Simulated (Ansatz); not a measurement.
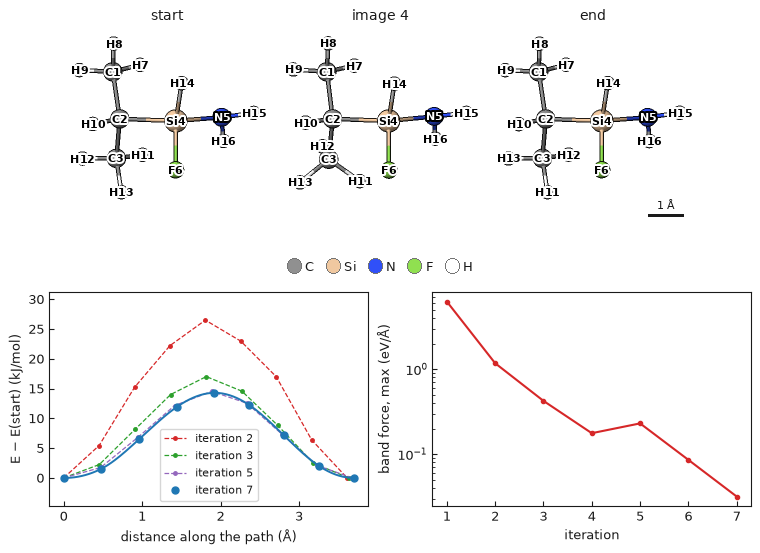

A nudged-elastic-band calculation for C3H10FNSi. Images are numbered from 0 (start) to 8 (end). The plot follows the band through its iterations. A ball-and-stick model, seen at a tilt.

Theory: RKS PBE0-D4/cc-pVDZ (Ansatz). Settings: 7 movable images; climbing image; force threshold 0.05 eV/Å; iteration limit 41; starting path through a guess of the saddle point.

**Judge this run.**

The result is final at these settings. The band converged in 7 iterations. The largest component of the band force went from 6.3 to 0.032 eV/Å. The climbing image converged on the top of the path. Its vibrational analysis gives one imaginary mode (237i cm⁻¹), as a transition state must have. The first iteration put the highest image at 138.1 kJ/mol. The two ends have the same energy, and the highest point, image 4, lies 14.3 kJ/mol above the start.

The run took 3.8 min on 2 threads of Intel(R) Xeon(R) Platinum 8488C (Sapphire Rapids) (shared host), peak memory 0.42 GiB.
